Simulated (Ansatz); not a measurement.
**GaGeH₁₀NSi₂: vertical ionisation energy**

Aim: the vertical ionisation energy of GaGeH₁₀NSi₂, as cation minus neutral at the neutral's geometry, on several levels, and how well −ε(HOMO) stands in for it.

Program: Ansatz 0.2.0, Gaussian basis. Level of theory: unrestricted cation, the program's frozen cores in correlated methods. These are calculated values, not measurements.

The runs, in order: UKS PBE-D4/def2-TZVPP; UKS r2SCAN-D4/def2-TZVPP; UKS PBE0-D4/def2-TZVPP; UKS B3LYP-D4/def2-TZVPP; UKS wB97X-V/def2-TZVPP; UKS wB97M-V/def2-TZVPP; UKS B2PLYP/def2-TZVPP; UHF-CCSD(T)/def2-TZVPP; UHF-MP2/def2-QZVPP; extrapolation to the limit; then −ε(HOMO) from the neutral's earlier runs with LDA (SPW92), PBE-D4, revPBE-D4, BLYP-D4, r2SCAN-D4, B97M-V, PBE0-D4, B3LYP-D4, r2SCANh-D4, r2SCAN0-D4, HSE06-D4, BHLYP-D4, CAM-B3LYP-D4, LC-ωPBE, ωB97X-V, ωB97M-V.

## Step 1: Structure used throughout

The geometry comes from an earlier relaxation with PBE0-D4 in a triple-zeta def2 set; it is a stationary point, not always the lowest conformer.

15 atoms, charge 0, spin multiplicity 1.

Atoms are counted from 1 here; the program's logs count them from 0.

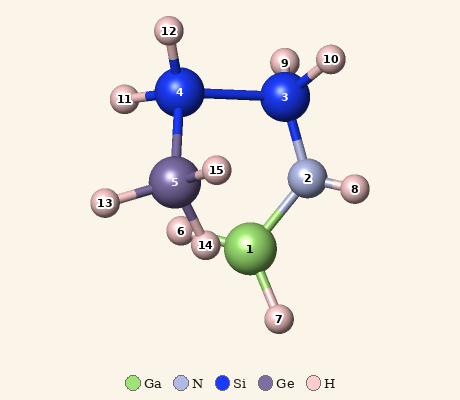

The geometry (gallium green, nitrogen light blue, silicon blue, germanium purple, hydrogen pink); atoms are numbered from 1 in the order of the file.

## Step 2: Cation, UKS PBE-D4/def2-TZVPP

The input, in.yaml:

```yaml
crystal:
  periodic: [false, false, false]
  atoms:
    - {symbol: Ga, position_ang: [-1.319056, -1.175582, 1.167684]}
    - {symbol: N, position_ang: [0.520273, -1.369714, 1.119980]}
    - {symbol: Si, position_ang: [1.518310, -1.109818, -0.255481]}
    - {symbol: Si, position_ang: [0.457723, 0.513981, -1.586256]}
    - {symbol: Ge, position_ang: [-0.700534, 1.933828, -0.060869]}
    - {symbol: H, position_ang: [-2.016234, -1.241668, -0.231505]}
    - {symbol: H, position_ang: [-2.009443, -1.194922, 2.566420]}
    - {symbol: H, position_ang: [0.987547, -1.489917, 2.006397]}
    - {symbol: H, position_ang: [1.788752, -2.334375, -1.064968]}
    - {symbol: H, position_ang: [2.842645, -0.562590, 0.160090]}
    - {symbol: H, position_ang: [-0.526774, -0.034309, -2.557289]}
    - {symbol: H, position_ang: [1.431495, 1.357027, -2.335697]}
    - {symbol: H, position_ang: [-1.812308, 2.787974, -0.691072]}
    - {symbol: H, position_ang: [-1.418146, 1.076425, 1.034239]}
    - {symbol: H, position_ang: [0.255750, 2.843658, 0.728346]}
basis:
  gaussian: {orbitals: def2-TZVPP}
total_charge: 1
magnetization: {spin_polarized: true, initial_magnetization: 1}
hamiltonian: {xc: pbe, dispersion: d4}
```

The run is started by

```bash
> ansatz run in.yaml --threads 2 --pin off --events-out ev --progress --plain --max-ram 22528MiB --backend cuda --devices 0, --max-vram 18GiB
```

Further steps of the session: Cation, UKS r2SCAN-D4/def2-TZVPP; Cation, UKS PBE0-D4/def2-TZVPP; Cation, UKS B3LYP-D4/def2-TZVPP; Cation, UKS wB97X-V/def2-TZVPP; Cation, UKS wB97M-V/def2-TZVPP; Cation, UKS B2PLYP (frozen core)/def2-TZVPP; Cation, UHF-CCSD(T)/def2-TZVPP; Cation, UHF-MP2/def2-QZVPP.

Q: Predict the results of all the runs planned. Wanted: ionisation energy, CCSD(T)/CBS; nearest functional by difference; nearest −ε(HOMO); −ε(HOMO) of PBE; T1 of the cation.

As calculated:

| quantity | value |
| --- | --- |
| ionisation energy, CCSD(T)/CBS | 9.30 eV |
| nearest functional by difference | ωB97X-V (-0.15 eV) |
| nearest −ε(HOMO) | ωB97M-V (+0.10 eV) |
| −ε(HOMO) of PBE | 6.04 eV |
| T1 of the cation | 0.033 |

**Reading.** By cation minus neutral, the functionals miss by 0.60 eV at most. −ε(HOMO) of PBE misses by 3.3 eV, since self-interaction lifts the level. Among orbital estimates ωB97M-V comes nearest. Hartree-Fock falls 1.33 eV short, as the neutral has more correlation energy than the cation. The cation's T1 (from the report) is 0.033, near the customary mark of 0.045 for open shells, so the coupled-cluster value is less safe. Correlated methods include outer-core shells of Ga, Ge, which these sets cover unevenly. With outer-core shells in play the reference is unsure by up to some tenths of an eV, so close misses can't be ranked.
